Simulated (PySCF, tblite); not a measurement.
# Si₂₂H₃₆: electronic excitations, NMR shifts

What do calculations give for the electronic excitations, NMR shifts of Si₂₂H₃₆?

Computed with tblite 0.8.0 and PySCF 2.14.0 and routines of our own; the level stands in each step. Atoms count from 0.

### Step 1. The starting structure

58 atoms, charge 0, multiplicity 1; geometry from: force field, distance geometry or constructed start.

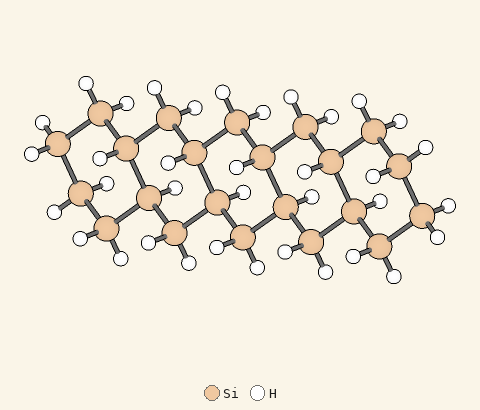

The starting geometry (silicon light orange, hydrogen white).

### Step 2. Relaxing the molecule with GFN2-xTB

Job settings and geometry (Å):

```
{"job": {"kind": "relax", "xc": "GFN2-xTB", "basis": "xTB"}, "charge": 0, "multiplicity": 1}
Si     9.648600     1.111800    -0.376600
Si     7.711700     2.229700     0.368100
Si     5.791400     1.111300    -0.374000
Si     5.785500    -1.109200     0.368800
Si     7.713900    -2.228300    -0.371600
Si     9.640400    -1.114100     0.372400
Si    -5.786100     1.115300    -0.378300
Si    -7.711500     2.229800     0.376500
Si    -9.641000     1.111500    -0.375400
Si    -9.646500    -1.114400     0.376600
Si    -7.717000    -2.228300    -0.377100
Si    -5.788700    -1.115600     0.375000
Si     1.925300     1.114300    -0.370000
Si     0.002200     2.226500     0.372300
Si    -1.930900     1.118700    -0.374800
Si    -1.930600    -1.113000     0.381300
Si     0.000400    -2.225200    -0.374100
Si     1.927600    -1.117000     0.374000
Si     3.856900     2.228900     0.377500
Si     3.860300    -2.226200    -0.372300
Si    -3.859800     2.230900     0.376500
Si    -3.858400    -2.225600    -0.375200
H      9.647100     1.118200    -1.808400
H     10.816100     1.788600     0.100500
H      7.715400     2.229700     1.815900
H      7.708800     3.584900    -0.099500
H      5.786900     1.115900    -1.815700
H      5.785600    -1.113000     1.816200
H      7.715500    -2.226700    -1.817000
H      7.716000    -3.585400     0.105400
H      9.647300    -1.113000     1.813900
H     10.818400    -1.791600    -0.101800
H     -5.787200     1.113700    -1.816900
H     -7.712800     2.225800     1.818700
H     -7.713700     3.587600    -0.105300
H     -9.643200     1.115800    -1.817900
H    -10.821100     1.793000     0.097900
H     -9.642800    -1.111100     1.812400
H    -10.819200    -1.796800    -0.102100
H     -7.719700    -2.223700    -1.813800
H     -7.715000    -3.588100     0.105800
H     -5.780300    -1.119200     1.818700
H      1.933600     1.114600    -1.818600
H      0.002600     2.226600     1.813200
H     -0.003700     3.587500    -0.099600
H     -1.930600     1.115200    -1.818400
H     -1.926300    -1.113500     1.814400
H     -0.000300    -2.224500    -1.812700
H      0.001600    -3.585400     0.102200
H      1.930600    -1.112900     1.817000
H      3.856600     2.219800     1.818100
H      3.864100     3.587100    -0.102300
H      3.857100    -2.227500    -1.814900
H      3.854100    -3.587400     0.099000
H     -3.856800     2.226200     1.816500
H     -3.858000     3.588800    -0.101400
H     -3.850900    -2.232800    -1.816900
H     -3.854800    -3.578200     0.101300
```

Run with:

```console
OMP_NUM_THREADS=2 python large_run.py task.json out
```

The driver reads the jobs from task.json and runs them one after another.

Standard output:

```text
step      E/eV     max force
  0   -1525.44504    1.460
  1   -1525.92970    0.674
  2   -1526.08074    0.159
  3   -1526.09739    0.174
  4   -1526.14274    0.217
  5   -1526.17968    0.274
  6   -1526.20726    0.210
  7   -1526.21955    0.149
  8   -1526.23145    0.138
  9   -1526.24782    0.189
 10   -1526.26500    0.260
 11   -1526.27589    0.207
 12   -1526.28078    0.105
 13   -1526.28347    0.063
 14   -1526.28602    0.088
 15   -1526.28940    0.154
 16   -1526.29398    0.198
 17   -1526.30040    0.212
 18   -1526.30943    0.197
 19   -1526.32038    0.179
 20   -1526.33161    0.174
 21   -1526.34140    0.208
 22   -1526.35095    0.192
 23   -1526.36068    0.152
 24   -1526.37015    0.194
 25   -1526.37915    0.191
 26   -1526.38693    0.145
 27   -1526.39330    0.135
 28   -1526.39797    0.094
 29   -1526.40056    0.062
 30   -1526.40184    0.047
 31   -1526.40284    0.049
 32   -1526.40401    0.062
 33   -1526.40542    0.071
 34   -1526.40691    0.070
 35   -1526.40830    0.061
 36   -1526.40962    0.054
 37   -1526.41093    0.054
 38   -1526.41209    0.058
 39   -1526.41303    0.059
 40   -1526.41380    0.047
 41   -1526.41442    0.034
 42   -1526.41492    0.031
 43   -1526.41540    0.036
 44   -1526.41595    0.046
 45   -1526.41673    0.051
 46   -1526.41771    0.048
 47   -1526.41861    0.041
 48   -1526.41920    0.036
 49   -1526.41959    0.028
 50   -1526.41999    0.029
 51   -1526.42049    0.037
 52   -1526.42103    0.043
 53   -1526.42148    0.043
 54   -1526.42181    0.032
 55   -1526.42210    0.029
 56   -1526.42239    0.028
 57   -1526.42263    0.022
 58   -1526.42282    0.024
 59   -1526.42298    0.018
```

Wall time 55 s (2 threads of Intel Xeon Platinum 8175M at 2.50GHz, shared host); peak memory 0.17 GiB.

Relaxation path:

```csv
step,energy from step 0 (eV),largest force (eV/Å)
0,0.0000,1.4602
1,-0.4847,0.6738
2,-0.6357,0.1597
3,-0.6523,0.1742
4,-0.6977,0.2173
5,-0.7346,0.2740
6,-0.7622,0.2098
7,-0.7745,0.1482
8,-0.7864,0.1379
12,-0.8357,0.1050
16,-0.8489,0.1979
20,-0.8866,0.1735
25,-0.9341,0.1916
29,-0.9555,0.0615
33,-0.9604,0.0704
37,-0.9659,0.0537
42,-0.9699,0.0307
46,-0.9727,0.0479
50,-0.9750,0.0296
55,-0.9771,0.0292
56,-0.9773,0.0285
57,-0.9776,0.0220
58,-0.9778,0.0244
59,-0.9779,0.0184
```

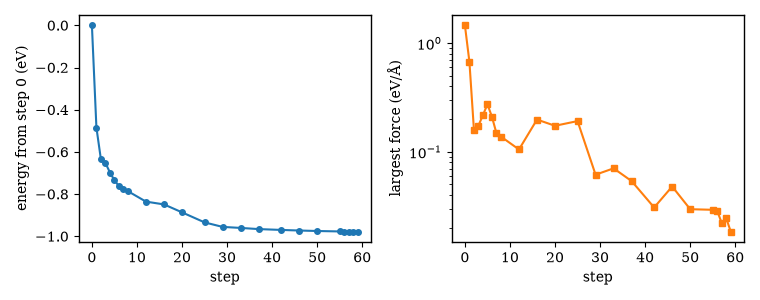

Energy and force, step by step.

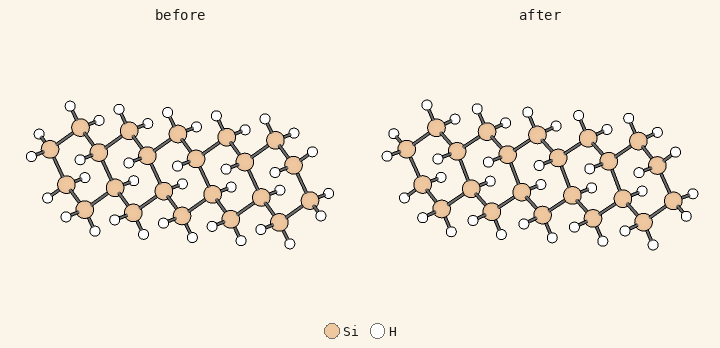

The geometry before (left) and after (right).

Close pairs (by a distance rule), those that changed most:

```csv
bond,before (Å),after (Å),change (Å)
Si15–H46,1.433,1.488,+0.054
Si6–H32,1.439,1.488,+0.049
Si2–H26,1.442,1.487,+0.046
Si17–H49,1.443,1.487,+0.044
Si11–H41,1.444,1.487,+0.044
Si14–H45,1.444,1.487,+0.044
Si0–H22,1.432,1.473,+0.041
Si3–H27,1.447,1.488,+0.040
```

The next job starts from the end point, and lists it.

### Step 3. Electronic excitations: TDA PBE0/6-31G*

Job settings and geometry (Å):

```
{"job": {"kind": "uv", "basis": "6-31G*", "grid": 1, "kgrid": 0, "vcut": 1.5, "nstates": 6, "ntriplets": 2, "tda": true, "delta": [], "pop": true, "xc": "PBE0"}, "charge": 0, "multiplicity": 1}
Si     9.925349     1.108101    -0.354148
Si     7.995377     2.214207     0.330241
Si     6.005302     1.147007    -0.276268
Si     6.004623    -1.146266     0.276517
Si     7.995914    -2.214662    -0.330737
Si     9.925892    -1.106348     0.354609
Si    -6.005216     1.147260    -0.276435
Si    -7.995830     2.214438     0.330521
Si    -9.924871     1.106457    -0.354946
Si    -9.924661    -1.107097     0.354108
Si    -7.995696    -2.213829    -0.330094
Si    -6.005953    -1.145950     0.276388
Si     2.005023     1.146178    -0.277925
Si     0.000171     2.186231     0.325371
Si    -2.004326     1.146383    -0.278288
Si    -2.003481    -1.143794     0.278125
Si     0.000820    -2.186168    -0.325754
Si     2.004815    -1.144161     0.278211
Si     4.006125     2.185526     0.336334
Si     4.004415    -2.184638    -0.335283
Si    -4.005351     2.186149     0.335633
Si    -4.005164    -2.185124    -0.334627
H      9.974252     1.122398    -1.826244
H     11.156528     1.820139     0.021431
H      8.013608     2.292403     1.801774
H      7.988904     3.627522    -0.079538
H      6.013440     1.137557    -1.763567
H      6.013286    -1.135354     1.764049
H      8.013283    -2.290705    -1.803160
H      7.988959    -3.628382     0.080447
H      9.974640    -1.121482     1.826949
H     11.155932    -1.820405    -0.021766
H     -6.013189     1.136181    -1.763892
H     -8.012865     2.291228     1.802465
H     -7.989840     3.627712    -0.080255
H     -9.972451     1.121884    -1.826974
H    -11.155930     1.819684     0.018088
H     -9.973431    -1.120135     1.825972
H    -11.155105    -1.820257    -0.020248
H     -8.012646    -2.290547    -1.801697
H     -7.988704    -3.626855     0.080326
H     -6.012708    -1.136024     1.763836
H      2.012766     1.139513    -1.765276
H      0.000160     2.275718     1.797241
H     -0.000584     3.599914    -0.090522
H     -2.011799     1.139070    -1.765560
H     -2.011005    -1.138502     1.765665
H     -0.000095    -2.274116    -1.797968
H     -0.000031    -3.600018     0.091066
H      2.011813    -1.139721     1.765482
H      4.015014     2.262318     1.808833
H      4.016278     3.599807    -0.076774
H      4.014855    -2.262813    -1.807552
H      4.015240    -3.598871     0.077755
H     -4.014664     2.263389     1.808256
H     -4.014942     3.600284    -0.078944
H     -4.012944    -2.263243    -1.807333
H     -4.014663    -3.599658     0.079526
```

Method: TDA PBE0/6-31G*, vertical, gas phase, core orbitals frozen in the response, virtual orbitals cut by energy.

Standard output:

```text
start: PBE on a coarse grid of 55550 points
cycle   1  E = -6387.3171518406  dE =  5.517e-01  |g| = 3.131e-01  |ddm| = 6.986e+00
cycle   2  E = -6387.3460228728  dE = -2.887e-02  |g| = 1.535e-01  |ddm| = 7.849e-01
cycle   3  E = -6387.3526397836  dE = -6.617e-03  |g| = 9.775e-02  |ddm| = 4.937e-01
cycle   4  E = -6387.3568519725  dE = -4.212e-03  |g| = 1.567e-02  |ddm| = 2.335e-01
cycle   5  E = -6387.3569445767  dE = -9.260e-05  |g| = 5.533e-03  |ddm| = 3.873e-02
final grid: 215093 points
cycle   6  E = -6387.5749235664  dE = -1.467e-02  |g| = 2.628e-02  |ddm| = 4.871e-01
cycle   7  E = -6387.5751041958  dE = -1.806e-04  |g| = 1.604e-02  |ddm| = 9.479e-02
cycle   8  E = -6387.5751987357  dE = -9.454e-05  |g| = 6.543e-03  |ddm| = 4.538e-02
cycle   9  E = -6387.5752185745  dE = -1.984e-05  |g| = 1.499e-03  |ddm| = 1.517e-02
cycle  10  E = -6387.5752147776  dE =  3.797e-06  |g| = 2.162e-04  |ddm| = 3.148e-03
cycle  11  E = -6387.5752186432  dE = -3.866e-06  |g| = 8.586e-05  |ddm| = 5.811e-04
converged SCF energy = -6387.5752186432

Static polarisability (au): isotropic 711.283, principal 374.730 590.903 1168.217

Singlet excitations
state   eV       nm        f      main configurations
  1   4.2441    292.1   0.00000   H->L 0.95
  2   4.6344    267.5   0.00000   H-1->L 0.96
  3   4.7947    258.6   0.00367   H-2->L 0.81, H->L+1 0.10
  4   4.8736    254.4   2.16419   H->L+1 0.83
  5   4.9290    251.5   0.00536   H-3->L 0.78, H->L+2 0.09
  6   5.0248    246.7   0.00002   H-4->L 0.87

Triplet excitations (Tamm-Dancoff, eV): 3.9905 4.2976
```

Wall time 3.5 min (2 threads of Intel Xeon Platinum 8175M at 2.50GHz, shared host); peak memory 1.4 GiB.

Frontier orbitals and where they lie:

```csv
orbital,eV,atoms
HOMO−4,-7.80,"Si6 9 %, Si11 9 %, Si2 9 %"
HOMO−3,-7.72,"Si3 6 %, Si6 6 %, Si4 6 %"
HOMO−2,-7.60,"Si2 10 %, Si3 10 %, Si6 10 %"
HOMO−1,-7.50,"Si15 11 %, Si14 11 %, Si17 11 %"
HOMO,-7.13,"Si16 7 %, Si13 7 %, Si21 6 %"
LUMO,-2.09,"Si12 7 %, Si14 7 %, Si15 7 %"
LUMO+1,-1.66,"Si16 7 %, Si13 7 %, Si15 6 %"
LUMO+2,-1.03,"Si6 6 %, Si2 6 %, Si3 6 %"
LUMO+3,-0.90,"Si11 7 %, Si6 7 %, Si3 7 %"
```

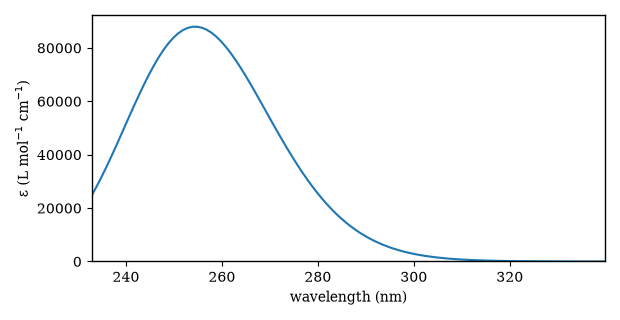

Absorption spectrum: each of the 6 states is a Gaussian band of 0.4 eV half-width at 1/e. Beyond the last state computed it falls off for lack of states.

Ground-state properties from the same run:

```csv
property,computed
dipole moment (D),0.01
polarisability (Å³),105.40
HOMO–LUMO gap (eV),5.04
−ε(HOMO) (eV),7.13
```

### Step 4. NMR shifts: GIAO KT3/pcSseg-1

Settings changed since step 3:

```diff
@@ -1,2 +1,2 @@
-{"job": {"kind": "uv", "basis": "6-31G*", "grid": 1, "kgrid": 0, "vcut": 1.5, "nstates": 6, "ntriplets": 2, "tda": true, "delta": [], "pop": true, "xc": "PBE0"}, "charge": 0, "multiplicity": 1}
+{"job": {"kind": "nmr", "xc": "KT3", "basis": "pcSseg-1", "pop": false}, "charge": 0, "multiplicity": 1}
 Si     9.925349     1.108101    -0.354148
```

With the program's defaults for keys left out, this is: GIAO KT3/pcSseg-1 NMR shielding, non-relativistic, gas phase.

Standard output:

```text
start: PBE on a coarse grid of 55550 points
cycle   1  E = -6386.9391030817  dE =  4.679e-01  |g| = 4.107e-01  |ddm| = 7.378e+00
cycle   2  E = -6386.9701021210  dE = -3.100e-02  |g| = 2.586e-01  |ddm| = 8.915e-01
cycle   3  E = -6386.9843893931  dE = -1.429e-02  |g| = 1.240e-01  |ddm| = 6.168e-01
cycle   4  E = -6386.9908958754  dE = -6.506e-03  |g| = 1.876e-02  |ddm| = 2.999e-01
cycle   5  E = -6386.9910073321  dE = -1.115e-04  |g| = 8.297e-03  |ddm| = 4.858e-02
final grid: 419918 points
cycle   6  E = -6441.5493783571  dE = -1.196e-01  |g| = 5.607e-01  |ddm| = 1.380e+00
cycle   7  E = -6441.5614977741  dE = -1.212e-02  |g| = 2.639e-01  |ddm| = 6.220e-01
cycle   8  E = -6441.5659153072  dE = -4.418e-03  |g| = 3.704e-02  |ddm| = 2.686e-01
cycle   9  E = -6441.5664665467  dE = -5.512e-04  |g| = 8.485e-03  |ddm| = 8.696e-02
cycle  10  E = -6441.5664957529  dE = -2.921e-05  |g| = 1.443e-03  |ddm| = 2.168e-02
cycle  11  E = -6441.5664963573  dE = -6.044e-07  |g| = 6.665e-04  |ddm| = 3.867e-03
cycle  12  E = -6441.5664975418  dE = -1.184e-06  |g| = 2.577e-04  |ddm| = 1.886e-03
cycle  13  E = -6441.5664960827  dE =  1.459e-06  |g| = 4.395e-05  |ddm| = 5.712e-04
converged SCF energy = -6441.5664960827

GIAO shielding tensors (ppm)
atom      isotropic    diamagn.    paramagn.     s11        s22        s33       span
  0 Si     474.079     880.883    -406.804    453.536    476.592    492.109     38.573
  1 Si     468.793     883.272    -414.480    445.994    468.581    491.804     45.809
  2 Si     475.550     886.836    -411.286    444.504    489.057    493.090     48.586
  3 Si     475.384     886.827    -411.443    444.312    489.090    492.751     48.439
  4 Si     468.353     883.279    -414.926    445.573    468.293    491.194     45.621
  5 Si     473.914     880.889    -406.975    453.476    476.375    491.890     38.414
  6 Si     475.461     886.834    -411.374    444.394    489.157    492.831     48.436
  7 Si     468.603     883.277    -414.674    445.828    468.548    491.432     45.605
  8 Si     474.150     880.895    -406.744    453.483    476.643    492.325     38.843
  9 Si     474.245     880.896    -406.651    453.708    476.826    492.200     38.492
 10 Si     468.779     883.300    -414.521    446.016    468.731    491.591     45.575
 11 Si     475.486     886.856    -411.370    444.364    489.135    492.958     48.594
 12 Si     473.905     888.179    -414.274    439.255    486.837    495.621     56.365
 13 Si     464.674     886.805    -422.131    433.749    471.079    489.194     55.445
 14 Si     473.871     888.188    -414.318    439.176    486.883    495.553     56.377
 15 Si     473.707     888.176    -414.469    438.927    486.618    495.574     56.646
 16 Si     464.395     886.808    -422.413    433.450    470.877    488.857     55.407
 17 Si     473.914     888.180    -414.266    439.321    486.728    495.692     56.371
 18 Si     464.091     885.992    -421.901    433.708    470.218    488.348     54.641
 19 Si     464.150     885.991    -421.840    433.786    470.071    488.594     54.807
 20 Si     463.995     885.992    -421.998    433.598    470.196    488.191     54.593
 21 Si     463.882     885.999    -422.117    433.344    470.054    488.247     54.904
 22 H       28.211      28.329      -0.118     25.222     26.214     33.199      7.977
 23 H       28.044      25.316       2.728     23.608     25.179     35.344     11.736
 24 H       28.220      30.159      -1.939     24.797     26.978     32.885      8.088
 25 H       28.067      29.025      -0.958     23.018     26.669     34.514     11.496
 26 H       28.106      34.521      -6.416     24.854     27.808     31.654      6.800
 27 H       28.102      34.517      -6.415     24.857     27.803     31.645      6.788
 28 H       28.205      30.165      -1.960     24.791     26.966     32.859      8.069
 29 H       28.052      29.034      -0.982     23.010     26.657     34.489     11.479
 30 H       28.207      28.332      -0.126     25.218     26.210     33.192      7.974
 31 H       28.039      25.318       2.721     23.605     25.177     35.335     11.729
 32 H       28.102      34.518      -6.415     24.856     27.803     31.649      6.793
 33 H       28.214      30.157      -1.944     24.796     26.972     32.873      8.078
 34 H       28.062      29.032      -0.970     23.014     26.663     34.507     11.492
 35 H       28.215      28.343      -0.128     25.222     26.220     33.201      7.979
 36 H       28.047      25.328       2.720     23.611     25.181     35.350     11.740
 37 H       28.217      28.339      -0.122     25.227     26.220     33.205      7.978
 38 H       28.051      25.332       2.719     23.611     25.184     35.357     11.746
 39 H       28.220      30.176      -1.956     24.801     26.978     32.880      8.080
 40 H       28.068      29.046      -0.979     23.018     26.670     34.516     11.498
 41 H       28.103      34.530      -6.427     24.855     27.806     31.648      6.793
 42 H       27.995      36.040      -8.044     24.591     28.210     31.185      6.595
 43 H       28.145      34.969      -6.824     23.991     28.345     32.100      8.110
 44 H       28.075      34.043      -5.967     22.291     27.899     34.036     11.745
 45 H       27.995      36.046      -8.051     24.593     28.210     31.183      6.590
 46 H       27.991      36.042      -8.050     24.588     28.210     31.176      6.588
 47 H       28.139      34.973      -6.834     23.991     28.339     32.087      8.096
 48 H       28.067      34.046      -5.979     22.290     27.890     34.023     11.733
 49 H       27.996      36.042      -8.046     24.589     28.213     31.187      6.598
 50 H       28.137      34.179      -6.042     24.090     28.171     32.152      8.062
 51 H       28.062      33.293      -5.231     22.341     27.773     34.072     11.732
 52 H       28.141      34.182      -6.041     24.093     28.174     32.155      8.062
 53 H       28.064      33.295      -5.230     22.345     27.774     34.074     11.729
 54 H       28.134      34.178      -6.043     24.086     28.170     32.147      8.062
 55 H       28.057      33.288      -5.231     22.339     27.769     34.064     11.725
 56 H       28.133      34.184      -6.052     24.085     28.171     32.142      8.058
 57 H       28.055      33.295      -5.241     22.339     27.766     34.059     11.721
```

It took 92 s on 2 threads of Intel Xeon Platinum 8175M at 2.50GHz, shared host; peak memory 1.1 GiB.

The references, computed at this level on geometries of the same kind, shield at (ppm): $^{1}$H TMS 31.76, $^{29}$Si TMS 361.7. Their shielding less the atom's gives the shift. The references are single molecules in the gas phase. Atoms listed in one row are averaged.

```csv
atoms,environment,σ (ppm),δ (ppm)
"H42, H45, H46, H49",hydrogen on a silicon bonded to 3 Si,27.99,3.77
"H23, H31, H36, H38",hydrogen on a silicon bonded to 2 Si,28.05,3.71
"H51, H53, H55, H57",hydrogen on a silicon bonded to 2 Si,28.06,3.70
"H25, H29, H34, H40",hydrogen on a silicon bonded to 2 Si,28.06,3.70
"H44, H48",hydrogen on a silicon bonded to 2 Si,28.07,3.69
"H26, H27, H32, H41",hydrogen on a silicon bonded to 3 Si,28.10,3.66
"H50, H52, H54, H56",hydrogen on a silicon bonded to 2 Si,28.14,3.62
"H43, H47",hydrogen on a silicon bonded to 2 Si,28.14,3.62
"H22, H30, H35, H37",hydrogen on a silicon bonded to 2 Si,28.21,3.55
"H24, H28, H33, H39",hydrogen on a silicon bonded to 2 Si,28.21,3.55
"Si18, Si19, Si20, Si21","silicon bonded to 2 Si, 2 H",464.0,-102.4
"Si13, Si16","silicon bonded to 2 Si, 2 H",464.5,-102.9
"Si1, Si4, Si7, Si10","silicon bonded to 2 Si, 2 H",468.6,-107.0
"Si12, Si14, Si15, Si17","silicon bonded to 3 Si, H",473.8,-112.2
"Si0, Si5, Si8, Si9","silicon bonded to 2 Si, 2 H",474.1,-112.4
"Si2, Si3, Si6, Si11","silicon bonded to 3 Si, H",475.5,-113.8
```

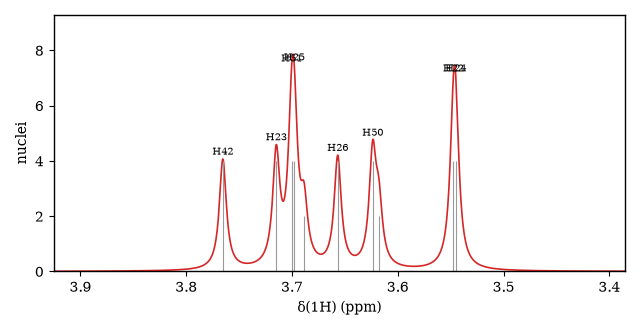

$^{1}$H lines at the computed shifts, without couplings. Lines are broadened to a width of 0.01 ppm (Lorentzian).

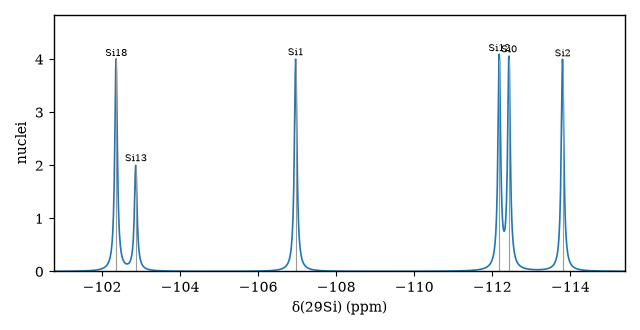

$^{29}$Si lines at the computed shifts, without couplings. Lines are broadened to a width of 0.08 ppm (Lorentzian).

Ring of atoms Si0, Si1, Si2, Si3, Si4, Si5: NICS(0) -2.2, NICS(1) -1.8, NICS(1)zz 6.2 ppm (means of both faces).

Ring of atoms Si2, Si3, Si12, Si17, Si18, Si19: NICS(0) -2.1, NICS(1) -1.6, NICS(1)zz 7.2 ppm (means of both faces).

Ring of atoms Si12, Si13, Si14, Si15, Si16, Si17: NICS(0) -2.1, NICS(1) -1.6, NICS(1)zz 7.4 ppm (means of both faces).

### Step 5. Results

| quantity | value |
| --- | --- |
| lowest singlet (PBE0/6-31G*) | 4.24 eV (292 nm), f = 0.000 |
| brightest single state of those computed | state 4, 4.87 eV, f = 2.164 |
| lowest triplet | 3.99 eV |
| $^{1}$H shifts against TMS (KT3/pcSseg-1, means over atoms taken as alike) | 3.77, 3.71, 3.70, 3.70, 3.69, 3.66, 3.62, 3.62, 3.55, 3.55 ppm |
| $^{29}$Si shifts against TMS (KT3/pcSseg-1, means over atoms taken as alike) | -102.4, -102.9, -107.0, -112.2, -112.4, -113.8 ppm |

In words: The lowest singlet, at 4.24 eV, is HOMO→LUMO 0.95 and is dark; of the 6 states computed, the strongest absorption comes from state 4 at 4.87 eV. The lowest triplet lies 0.25 eV below the lowest singlet.
